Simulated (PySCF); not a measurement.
```yaml
atoms:
  - { symbol: In, position_ang: [0.0000, 0.0000, -0.5399] }
  - { symbol: Cl, position_ang: [0.0000, 0.0000, 1.7741] }
```

Core potentials replace the inner electrons of In.

Computed with PySCF 2.14.0, PBE0/def2-TZVPPD, non-relativistic Hamiltonian with scalar-relativistic core potentials where named, at a bond length of 2.314 Å.

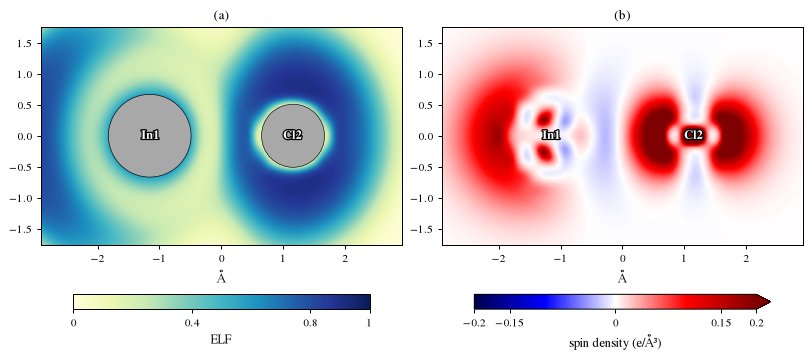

InCl (charge +1, doublet). (a) electron localisation function; (b) spin density on a plane that holds the molecular axis. Grey discs cover the atomic cores in the ELF map.

Question: Read the bonding off the picture.

Answer: The plane passes through In and Cl nuclei.
In–Cl (2.31 Å): the ELF peaks at about 0.75 in the valence shell of Cl, 0.8 Å from its nucleus, and drops to about 0.20 between the two atoms.
The ELF also peaks beside Cl2, away from the bonds: non-bonding electrons, paired or unpaired.
The unpaired spin (1 electron) lies mostly on In1 (about 0.6) and Cl2 (about 0.4), in electrons by Hirshfeld's partition.
